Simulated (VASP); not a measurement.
Band structure of ZnF₂ (rutile). Level of theory: LDA (Ceperley-Alder, Perdew-Zunger) with spin-orbit coupling, VASP's LDA PAW potentials (set 64) (plane waves; VASP).

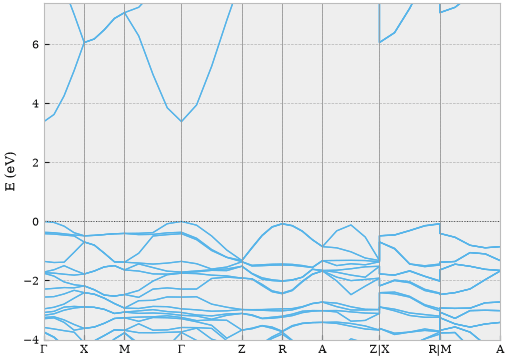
*Bands along high-symmetry lines, zero at the valence-band maximum or, without a gap, the Fermi level*

Task: Read the plot: is there a gap, and where are the band edges?

Result: The gap is direct, 3.38 eV, from the valence maximum at Γ to the conduction minimum at Γ.

Measured: gap 7.50 eV (computed value off by -4.12 eV), as given by Dominik Kurzydłowski et al., Inorganic Chemistry (2020), arXiv:1912.01850 [midpoint of the printed range].

The compound is ZnF2 in the rutile structure. It was relaxed first.
